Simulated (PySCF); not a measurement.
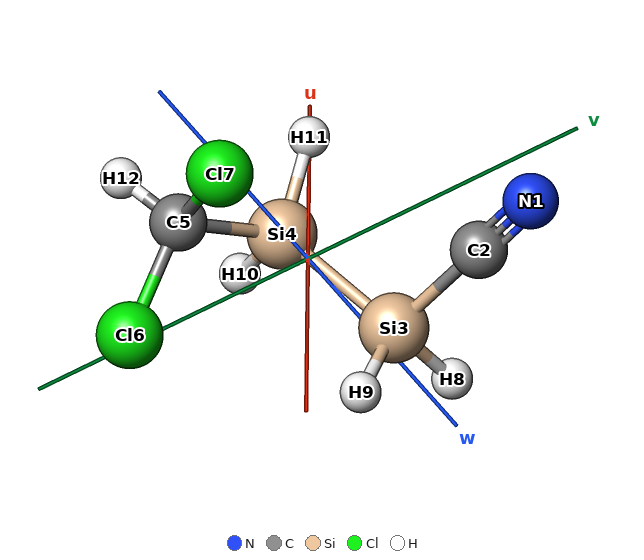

The lines u, v and w are the principal axes of the static dipole polarisability. The computed structure is the end point of a GFN2-xTB optimisation. No frequency run is at hand to confirm it as a minimum. Method: CAM-B3LYP/def2-SVPD (PySCF 2.14.0).

### Along which axis is the molecule most polarisable, and along which least?

Most along v (close to the long direction N1···Cl6), least along u.

### Give the three principal values.

u 96.3, v 121.4, w 103.4 bohr³; mean 107.0, anisotropy 22.4 bohr³.

The geometry is semi-empirical. Around Si such bond lengths and angles can be off by a tenth of an ångström or more and by several degrees, and values that hang on the shape move with them.
